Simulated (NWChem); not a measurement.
# One shape, several levels: singlet [BF2]+

Wanted: a comparison of 6 runs (HF/STO-3G, HF/3-21G, B3LYP/6-31G*, CAM-B3LYP/cc-pVTZ, wB97X/cc-pVTZ) of singlet [BF2]+. 

Program for the calculation: NWChem 7.3.0.

3 further runs of the same task are left out: 1 that didn't finish, 2 set aside as unsound or not needed.

### 1 The structure to begin with

[BF2]+: 3 atoms, total charge +1, spin state singlet. As SMILES of the parent species, `F[B]F`. The coordinates come from a PBE0-D4/def2-TZVP relaxation. That shape belongs to the parent species and isn't relaxed for this state.

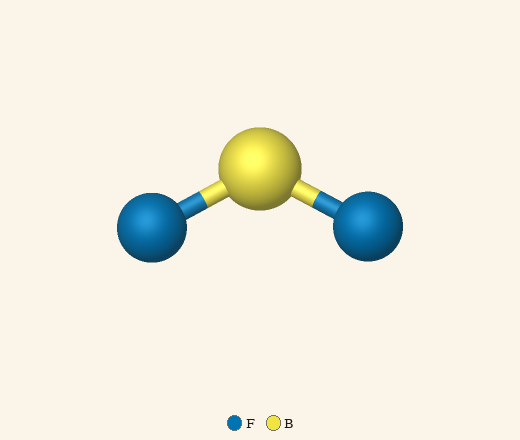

Viewed from a chosen angle; fluorine blue, boron yellow.

### 2 The energy at HF/STO-3G (run 1)

job.nw

```
echo
start job
title "BF2 hf"
memory stack 880 mb heap 220 mb global 1100 mb
charge 1

geometry units angstroms noautosym nocenter noautoz
F        0.513100      -1.044300       0.160000
B        0.279000       0.240500       0.181300
F       -0.802900       0.738900      -0.354600
end

basis spherical bse
* library STO-3G
end

scf
singlet
rhf
thresh 1e-08
maxiter 80
end

task scf energy
```

Run with:

```console
$ nwchem job.nw > job.out
```

Output:

```text
[...]
  functions       =    15
[...]
  wavefunction    = RHF
[...]
         Total SCF energy =   -220.213816360968
      One-electron energy =   -410.002462986627
      Two-electron energy =    134.486358322155
 Nuclear repulsion energy =     55.302288303504
        Time for solution =      0.3s
[...]
```

Wall time 0.95 s (1 thread of Intel Xeon Platinum 8488C (Sapphire Rapids), shared host); peak memory 0.099 GiB.

### 3 The energy at HF/3-21G (run 2)

run.nw

```
echo
START run
memory stack 880 mb heap 220 mb global 1100 mb
charge 1

GEOMETRY units angstrom noautosym nocenter noautoz
  F        0.513100      -1.044300       0.160000
  B        0.279000       0.240500       0.181300
  F       -0.802900       0.738900      -0.354600
END

BASIS spherical bse
  * library 3-21G
END

SCF
  thresh 1e-08
  maxiter 80
  print low
END

TASK scf energy
```

Run with:

```console
$ nwchem run.nw > run.out
```

Output:

```text
[...]
  functions       =    27
[...]
  wavefunction    = RHF
[...]
         Total SCF energy =   -222.030233851058
      One-electron energy =   -411.427308406534
      Two-electron energy =    134.094786251971
 Nuclear repulsion energy =     55.302288303504
        Time for solution =      0.3s
 Task  times  cpu:        0.3s     wall:        0.3s
[...]
```

Wall time 0.93 s (1 thread of Intel Xeon Platinum 8488C (Sapphire Rapids), shared host); peak memory 0.099 GiB.

Runs 3 to 5 aren't shown in full; the table further down has their settings and results.

### 4 A single-point energy at wB97X/cc-pVTZ (run 6)

geom.xyz

```xyz
3
BF2
F      0.513100    -1.044300     0.160000
B      0.279000     0.240500     0.181300
F     -0.802900     0.738900    -0.354600
```

run.py

```python
from ase.io import read
from ase.calculators.nwchem import NWChem

mol = read('geom.xyz')

calc = NWChem(
    label='geom',
    theory='dft',
    memory='2200 mb',
    basis='cc-pVTZ',
    basispar='spherical bse',
    charge=1,
    dft={'xc': 'wb97x', 'mult': '1', 'grid': 'fine', 'convergence': 'energy 1e-08', 'iterations': '100', 'mulliken': None},
    task='energy',
)
mol.calc = calc

e = mol.get_potential_energy()
print(f"E = {e:.6f} eV")
print("dipole (e A):", mol.get_dipole_moment().round(4))
```

Run with:

```console
$ export ASE_NWCHEM_COMMAND="nwchem PREFIX.nwi > PREFIX.nwo"
$ python run.py
```

Output:

```text
E = -6101.510507 eV
dipole (e A): [0.4377 0.3877 0.2856]
```

The calculator wrote geom.nwi:

```
title "geom"

permanent_dir geom

scratch_dir geom

start geom

geometry units angstrom nocenter noautosym noautoz
  F  5.1310000000000000e-01 -1.0443000000000000e+00 1.6000000000000000e-01
  B  2.7900000000000003e-01 2.4049999999999999e-01 1.8129999999999999e-01
  F  -8.0289999999999995e-01 7.3890000000000000e-01 -3.5460000000000003e-01
end

charge 1

memory 2200 mb

basis spherical bse noprint
   * library cc-pVTZ
end

dft
  xc wb97x
  mult 1
  grid fine
  convergence energy 1e-08
  iterations 100
  mulliken
end

task dft energy
```

geom.nwo:

```text
Northwest Computational Chemistry Package (NWChem) 7.3.0
             --------------------------------------------------------

           Job information
           ---------------

    nwchem branch   = 7.3.0
    use scalapack   = T
    input           = geom.nwi
    prefix          = geom.
    data base       = geom/geom.db
    status          = startup
    nproc           =        1

           Memory information
           ------------------

[... 5 lines left out ...]
    hardfail = no
[... 104 lines left out ...]
          Convergence on energy requested:  1.00D-08
[... 30 lines left out ...]
          Convergence Information
[... 32 lines left out ...]
 1-e energy   =    -401.872951
[... 48 lines left out ...]
      One electron energy =     -413.524441692315
[... 8 lines left out ...]
                       DFT Final Molecular Orbital Analysis
[... 667 lines left out ...]
     Multipole analysis of the density
     ---------------------------------

     L   x y z        total         alpha         beta         nuclear
     -   - - -        -----         -----         ----         -------
     0   0 0 0      1.000000    -11.000000    -11.000000     23.000000

     1   1 0 0      0.827097      1.559856      1.559856     -2.292616
[... 8 lines of this table left out ...]
     2   0 0 2     -8.438099     -6.944519     -6.944519      5.450940

 Task  times  cpu:       42.4s     wall:       42.4s
 Total times  cpu:       42.4s     wall:       42.4s
```

Wall time 44 s (1 thread of Intel Xeon Platinum 8488C (Sapphire Rapids), shared host); peak memory 0.11 GiB.

### 5 All runs side by side

```
run                               level  iteration cap  module  energy (Eh)  wall time
  1                           HF/STO-3G             80     scf  -220.213816     0.95 s
  2                            HF/3-21G             80     scf  -222.030234     0.93 s
  3  B3LYP/6-31G* (spherical functions)            100     dft  -224.187720        9 s
  4  B3LYP/6-31G* (Cartesian functions)            100     dft  -224.190534      7.5 s
  5                   CAM-B3LYP/cc-pVTZ            100     dft  -224.215807       40 s
  6                       wB97X/cc-pVTZ            100     dft  -224.226377       44 s
```

### 6 What came out

| quantity | value |
| --- | --- |
| run 6: total energy | -224.22638 Eh |
| run 6: HOMO energy | -23.72 eV |
| run 6: LUMO energy | -10.65 eV |
| run 6: HOMO–LUMO gap | 13.07 eV |

In words: Over runs 1, 5, 6 the HOMO–LUMO gap runs from 10.69 eV (CAM-B3LYP/cc-pVTZ) to 17.12 eV (HF/STO-3G). The two ends differ in method and basis. Totals of different functionals can't be ranked against each other. In run 1 the basis is minimal, so the values are rough. All runs together took 1.7 min, the longest 44 s.
